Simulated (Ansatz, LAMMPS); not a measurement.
# Static equation of state of glassy CaAl2Si2O8 (117 atoms)

Density of this cell: 2.63 g/cm³. The cell holds 117 atoms: 18 Al, 9 Ca, 72 O and 18 Si. Its edges and angles: a = 11.681 Å, b = 11.629 Å, c = 11.688 Å, α = 87.2°, β = 87.1°, γ = 92.0°. The starting structure: 117 atoms (18 Al, 9 Ca, 72 O, 18 Si) placed at random at 2.71 g/cm³, melted at 4500 K for 20 ps at fixed volume with the Morse and Coulomb pair potential with partial charges (Pedone, Malavasi, Menziani, Cormack and Segre, J. Phys. Chem. B 110, 11780 (2006)). Quenched from 4500 K to 300 K at 20 K/ps and fixed volume, held 5 ps. The starting density is a measured one.

Calculated with Ansatz 0.2.0: Kohn-Sham DFT, PBE, PAW (set soft_2), plane waves; cutoff 420 eV, Γ point, gaussian smearing of 0.05 eV. Cell and atoms were relaxed first, to V0 = 13.526 Å³ an atom at a residual P0 = 0.004 GPa. The cell was then scaled evenly, and the atoms were relaxed at each volume.

```
volume (Å³/atom)  pressure (GPa)
          12.174               ?
          12.715           3.546
          13.120           1.828
          13.932          -1.789
          14.338          -3.430
```

Task: Fit the third-order Birch–Murnaghan equation to the rows given and extrapolate to the withheld row.

**Working.**

Take the Eulerian strain f = ½[(V0/V)^(2/3) − 1] and the normalised pressure F = (P − P0) / [3f(1 + 2f)^(5/2)]. The third-order Birch–Murnaghan equation is then the line F = B0 + (3/2)B0(B′ − 4) f, so u = f and v = F.

```
      u = f  v = F (GPa)
  0.0210563      50.5816
  0.0102568      56.3622
-0.00975671      64.3220
 -0.0190505      66.2022
```

With n = 4: mean u = 6.2650e-4, mean v = 59.3670, Σ(u − ū)² = 0.0010051, Σ(u − ū)(v − v̄) = -0.39437. Slope b = -0.39437 / 0.0010051 = -392.36; intercept a = v̄ − b ū = 59.613.

So B0 = a = 59.6 GPa and B′ = 4 + 2b/(3a) = -0.388. At the withheld volume f = 0.03638, F = a + b f = 45.34 GPa, and P = P0 + 3f(1 + 2f)^(5/2) F.

Prediction at 12.174: 5.902 GPa. The run gave 5.820 GPa, so the fit is high by 0.083 GPa (1.4 % of the value).

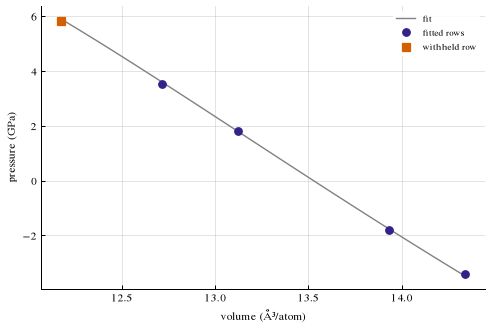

The fit, the rows that it rests on and the withheld row.

Among the rows given, the largest miss of the fit is at 12.715, by 0.054 GPa (0.58 % of the range of the table).

Limits: Static cells at zero temperature; the cell shape is held. The program notes that the SCF threshold of these relaxations is loose for the stress. The quench rate of 20 K/ps is many orders above laboratory rates, so the cell is likely richer in defects and strain than a real sample. The network of bonds at the start is that of the classical potential that made the cell, and needn't be the one that DFT or experiment would give. Only the Γ point is sampled, in a cell whose shortest periodic width is 12 Å.

[Logs are printed without paths, hosts, clocks, repeated set-up lines and the standing remarks that a program may print on its own settings, such as how far it seeks lower states.]

[Hosts, paths, dates, database ids (printed as entryN), source tags and the programs' standing remarks are cut or masked in the printed files.]
